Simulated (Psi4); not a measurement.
Reaction (SMILES): N (NH3) + H+ → [NH4+]
B3LYP-D3(BJ)/def2-TZVP geometries, fixed; electronic energies without zero-point terms; positive where energy is released.

Basis-set convergence of the proton affinity at MP2 with Psi4. All functions are spherical. Density fitting with the program's default auxiliary sets. Cores are frozen. Psi4's default fitting sets serve the pcseg sets less well. No added dispersion term, no relativity. Functions are those of the species that has most. Reference: Hartree-Fock in aug-cc-pVQZ plus the correlation part extrapolated as X^-3 from aug-cc-pVTZ and aug-cc-pVQZ, 210.49 kcal/mol, itself unsure by roughly 0.06 kcal/mol (a third of the extrapolation step and of the last Hartree-Fock step). Deviations are taken from unrounded values.

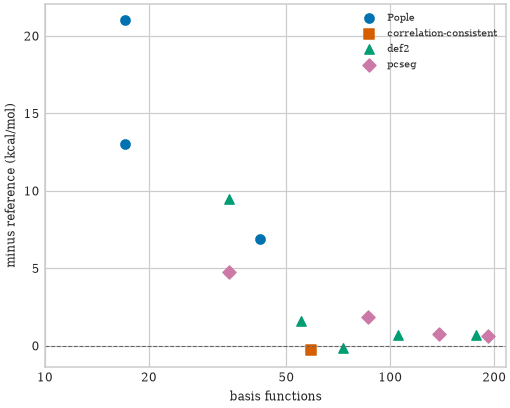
*Deviation from the reference against the number of basis functions, by family of sets.*

```csv
basis,functions,proton affinity (kcal/mol),minus reference (kcal/mol)
3-21G,17,231.51,21.02
6-31G,17,223.54,13.05
def2-SVP,34,219.97,9.48
pcseg-1,34,215.24,4.75
6-311G**,42,217.38,6.89
def2-TZVP,55,212.07,1.58
aug-cc-pVDZ,59,210.20,-0.29
def2-TZVPD,73,210.37,-0.11
pcseg-2,86,212.35,1.86
def2-TZVPPD,105,211.21,0.72
aug-pcseg-2,138,211.24,0.75
def2-QZVPP,177,211.19,0.70
pcseg-3,192,211.14,0.65
```
